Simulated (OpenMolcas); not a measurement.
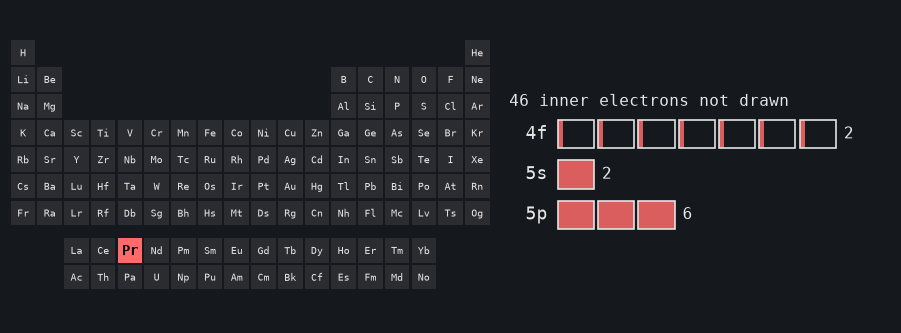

Left, the place of praseodymium in the periodic table; right, the outer shells of the leading configuration of the lowest level: a box for each of the 2l + 1 orbitals, shaded by the share of the shell that is filled, with the electron count at the right.

## Pr³⁺ complex: multiconfigurational calculation (part 1 of 2)

System: Pr³⁺ with 6 ligands (O; octahedron, 2.497 Å), embedded in SrO by model potentials and point charges, whose field is part of the energies.
Method: state-averaged CASSCF, active space 2 electrons in the shell 4f, basis ANO-RCC-VDZP on the metal and ANO-RCC-VDZP on the ligands, DKH2 scalar Hamiltonian, spin-orbit coupling by RASSI with atomic mean-field integrals (OpenMolcas).

### The input
```
&GATEWAY
Basis set
Pr.ANO-RCC-VDZP.
Pr1 0.0 0.0 0.0 Angstrom
End of basis
Basis set
O.ANO-RCC-VDZP.
L1 2.497000 0.000000 0.000000 Angstrom
L2 0.000000 2.497000 0.000000 Angstrom
L3 0.000000 0.000000 2.497000 Angstrom
End of basis
Basis set
Sr.EMB-AIMP.Pascual.16s10p.1s1p.ECP.SrO.
PseudoCharge
* 3 symmetry-unique lattice sites within 7.6 angstrom
End of basis
Basis set
Sr.EMB-AIMP.Pascual.0s.0s.ECP.SrO.
PseudoCharge
* 24 symmetry-unique lattice sites within 7.6 angstrom
End of basis
Basis set
O.EMB-AIMP.Pascual.0s.0s.ECP.SrO.
PseudoCharge
* 16 symmetry-unique lattice sites within 7.6 angstrom
End of basis
Symmetry
XYZ
AngMom=0.0 0.0 0.0
AMFI
RICD
XField
1052 Angstrom 0
* Evjen-weighted lattice charges
&SEWARD
&RASSCF
FileOrb=start.orb
Symmetry=1
Spin=3
nActEl=2 0 0
Inactive=30 27
Ras2=0 7
CIRoot=21 21 1
SDav=21
CIMx=300
Iter=150 100
PrWF=0.3
OrbListing=Nothing
MaxOrb=0
LevShft=1.0
>>> COPY $Project.JobIph JOB001
&RASSCF
FileOrb=start.orb
Symmetry=1
Spin=1
nActEl=2 0 0
Inactive=30 27
Ras2=0 7
CIRoot=28 28 1
SDav=28
CIMx=300
Iter=150 100
PrWF=0.3
OrbListing=Nothing
MaxOrb=0
CIOnly
LevShft=1.0
>>> COPY $Project.JobIph JOB002
&RASSI
NrOfJobIphs=2 21 27
1 2 3 4 5 6 7 8 9 10 11 12 13 14 15 16 17 18 19 20 21
1 2 3 4 5 6 7 8 9 10 11 12 13 14 15 16 17 18 19 20 21 22 23 24 25 26 27
IphNames
JOB001
JOB002
EJob
SpinOrbit
DIPRint=1.0
SOCoupling=1000.0
Subsets=2
Property=9
'ANGMOM' 1 'ANGMOM' 2 'ANGMOM' 3 'MLTPL  1' 1 'MLTPL  1' 2 'MLTPL  1' 3
'AMFI' 1 'AMFI' 2 'AMFI' 3
SOProperty=3
'ANGMOM' 1 'ANGMOM' 2 'ANGMOM' 3
```

The file start.orb holds starting orbitals from an earlier step. A driver script formed the levels outside the program, from RASSI's spin-orbit matrix and the active-space energies, averaged over the components of each term or state.

Launched with:
```bash
OMP_NUM_THREADS=1 MOLCAS_MEM=2457 MOLCAS_PROJECT=a pymolcas a.inp > a.log  # once for each step of the input, in one work folder
```

### The program's output (extracts)
```
--- SEWARD ---
Basis set label: PR.ANO-RCC...7S6P4D2F1G.

      Electronic valence basis set:
      ------------------
      Associated Effective Charge  59.000000 au
      Associated Actual Charge     59.000000 au
      Nuclear Model: Point charge

      Shell  nPrim  nBasis  Cartesian Spherical Contaminant
         s      25       7        X
         p      22       6        X
         d      15       4                 X
         f      11       2                 X
         g       4       1                 X
                  Relativistic Douglas-Kroll-Hess integrals:
                    - DKH order of Hamiltonian: 2
                    - DKH order of Properties : 0
                  Atomic mean-field integrals
--- RASSCF ---
Wave function specifications:
      -----------------------------

      Number of closed shell electrons         114
      Number of electrons in active shells       2
      Max number of holes in RAS1 space          0
      Max nr of electrons in RAS3 space          0
      Number of inactive orbitals               57
      Number of active orbitals                  7
      Number of secondary orbitals             112
      Spin quantum number                      1.0
      State symmetry                             1
Orbital specifications:
      -----------------------

      Symmetry species                           1   2
                                                ag  au
      Frozen orbitals                            0   0
      Inactive orbitals                         30  27
      Active orbitals                            0   7
      RAS1 orbitals                              0   0
      RAS2 orbitals                              0   7
      RAS3 orbitals                              0   0
      Secondary orbitals                        60  52
      Deleted orbitals                           0   0
      Number of basis functions                 90  86
      Number of CSFs                            21
      Number of root(s) required                21
      Iter CI   SX   CI       RASSCF       Energy    max ROT     max BLB   max BLB  Level Ln srch  Step   QN
          iter iter root      energy       change     param      element    value   shift minimum  type update
 Nr of preliminary CI iterations:   1
      Total energies have been shifted. Add                -9000.00 au
        1   1    9    0  -684.56627300    0.00E+00  -7.22E-02   26  68 2 -5.06E-01*  0.97   0.00    SX    NO
        2   1    9    0  -686.22705090   -1.66E+00*  7.14E-02   30  33 1  2.20E-01*  0.62   0.00    SX    NO
        3   1   10    0  -686.58265473   -3.56E-01* -3.87E-02   30  33 1  1.04E-01*  0.57   0.00    SX    NO
        4   1    9    0  -686.64205980   -5.94E-02* -2.08E-02   30  33 1  5.73E-02*  0.61   0.00    SX    NO
        5   1    9    0  -686.65771333   -1.57E-02*  1.99E-02   30  33 1  3.07E-02*  0.62   2.08    LS   YES
        6   1    8    0  -686.66350330   -5.79E-03*  3.41E-03   12  44 2 -8.21E-03*  0.64   1.12    QN   YES
        7   1    8    0  -686.66409165   -5.88E-04*  1.59E-03   15  49 2 -3.65E-03*  0.63   1.41    QN   YES
        8   1    7    0  -686.66421671   -1.25E-04*  4.13E-04   10  46 1  6.72E-04*  0.63   1.13    QN   YES
        9   1    7    0  -686.66422678   -1.01E-05*  2.78E-04   12  44 2  4.15E-04*  0.63   1.43    QN   YES
       10   1    6    0  -686.66422944   -2.67E-06* -1.54E-04   19  31 1  2.15E-04*  0.63   1.27    QN   YES
       11   1    6    0  -686.66422989   -4.45E-07*  2.31E-04   25  32 1  1.11E-04*  0.63   2.50    LS   YES
       12   1    6    0  -686.66422968    2.09E-07*  1.12E-04   10  42 2 -1.97E-04*  0.63   0.31    LS   YES
       13   1    6    0  -686.66422992   -2.37E-07* -4.18E-05   10  42 2 -1.02E-04*  0.63   1.43    QN   YES
       14   1    6    0  -686.66423003   -1.17E-07* -2.21E-05   11  43 2 -3.96E-05   0.63   1.53    LS   YES
       15   1    5    0  -686.66423004   -7.87E-09  -3.90E-05   19  31 1  4.02E-05   0.63   0.67    QN   YES
      Convergence after 15 iterations
       16   1    5    0  -686.66423006   -1.78E-08* -3.90E-05   20  34 1  1.40E-05   0.63   0.67    QN   YES
      Natural orbitals and occupation numbers for root  1
      sym 2:   0.609141   0.344279   0.046580   0.609141  -0.000000   0.046580   0.344279
      Natural orbitals and occupation numbers for root  2
      sym 2:  -0.000000   0.606468   0.349803   0.043729   0.043729   0.349803   0.606468
      Natural orbitals and occupation numbers for root  3
      sym 2:   0.349865   0.043697   0.606438   0.349865   0.606438  -0.000000   0.043697
::    RASSCF root number  1 Total energy:  -9686.69402187
::    RASSCF root number  2 Total energy:  -9686.69402187
::    RASSCF root number  3 Total energy:  -9686.69402187
::    RASSCF root number  4 Total energy:  -9686.69134512
::    RASSCF root number  5 Total energy:  -9686.69134512
::    RASSCF root number  6 Total energy:  -9686.69134512
::    RASSCF root number  7 Total energy:  -9686.68929272
::    RASSCF root number  8 Total energy:  -9686.68929272
::    RASSCF root number  9 Total energy:  -9686.68906981
::    RASSCF root number 10 Total energy:  -9686.68906981
::    RASSCF root number 11 Total energy:  -9686.68906981
::    RASSCF root number 12 Total energy:  -9686.66528274
::    RASSCF root number 13 Total energy:  -9686.66528274
::    RASSCF root number 14 Total energy:  -9686.66528274
::    RASSCF root number 15 Total energy:  -9686.66344961
::    RASSCF root number 16 Total energy:  -9686.66344961
::    RASSCF root number 17 Total energy:  -9686.66344961
::    RASSCF root number 18 Total energy:  -9686.66165768
::    RASSCF root number 19 Total energy:  -9686.56636012
::    RASSCF root number 20 Total energy:  -9686.56636012
::    RASSCF root number 21 Total energy:  -9686.56636012
--- RASSCF ---
Wave function specifications:
      -----------------------------

      Number of closed shell electrons         114
      Number of electrons in active shells       2
      Max number of holes in RAS1 space          0
      Max nr of electrons in RAS3 space          0
      Number of inactive orbitals               57
      Number of active orbitals                  7
      Number of secondary orbitals             112
      Spin quantum number                      0.0
      State symmetry                             1
Orbital specifications:
      -----------------------

      Symmetry species                           1   2
                                                ag  au
      Frozen orbitals                            0   0
      Inactive orbitals                         30  27
      Active orbitals                            0   7
      RAS1 orbitals                              0   0
      RAS2 orbitals                              0   7
      RAS3 orbitals                              0   0
      Secondary orbitals                        60  52
      Deleted orbitals                           0   0
      Number of basis functions                 90  86
      Number of CSFs                            28
      Number of root(s) required                28
      Iter CI   SX   CI       RASSCF       Energy    max ROT     max BLB   max BLB  Level Ln srch  Step   QN
          iter iter root      energy       change     param      element    value   shift minimum  type update
 Nr of preliminary CI iterations:   1
        1   1    0    0 -9686.60159354    0.00E+00   0.00E+00   30  37 2 -5.05E-03*  0.00   0.00    SX    NO
      Natural orbitals and occupation numbers for root  1
      sym 2:   0.000000   0.332098   0.055831   1.101414   0.053344   0.146982   0.310331
      Natural orbitals and occupation numbers for root  2
      sym 2:   0.114652   0.000000   0.830751   0.040818   0.117237   0.044121   0.852421
      Natural orbitals and occupation numbers for root  3
      sym 2:   1.236163   0.232986   0.021627   0.021626   0.232986   0.232984   0.021627
::    RASSCF root number  1 Total energy:  -9686.66215845
::    RASSCF root number  2 Total energy:  -9686.66215845
::    RASSCF root number  3 Total energy:  -9686.66209384
::    RASSCF root number  4 Total energy:  -9686.66202713
::    RASSCF root number  5 Total energy:  -9686.66202713
::    RASSCF root number  6 Total energy:  -9686.66202713
::    RASSCF root number  7 Total energy:  -9686.65824051
::    RASSCF root number  8 Total energy:  -9686.65824051
::    RASSCF root number  9 Total energy:  -9686.65824051
::    RASSCF root number 10 Total energy:  -9686.59934529
::    RASSCF root number 11 Total energy:  -9686.59934529
::    RASSCF root number 12 Total energy:  -9686.59934529
::    RASSCF root number 13 Total energy:  -9686.59402466
::    RASSCF root number 14 Total energy:  -9686.59402466
::    RASSCF root number 15 Total energy:  -9686.58038075
::    RASSCF root number 16 Total energy:  -9686.57966690
::    RASSCF root number 17 Total energy:  -9686.57966690
::    RASSCF root number 18 Total energy:  -9686.57966690
::    RASSCF root number 19 Total energy:  -9686.57879099
::    RASSCF root number 20 Total energy:  -9686.57879099
::    RASSCF root number 21 Total energy:  -9686.57879099
::    RASSCF root number 22 Total energy:  -9686.57545865
::    RASSCF root number 23 Total energy:  -9686.57363008
::    RASSCF root number 24 Total energy:  -9686.57363008
::    RASSCF root number 25 Total energy:  -9686.57363008
::    RASSCF root number 26 Total energy:  -9686.57287360
::    RASSCF root number 27 Total energy:  -9686.57287360
::    RASSCF root number 28 Total energy:  -9686.41347147
```

(Continued in part 2.) Outcome of the run: converged.
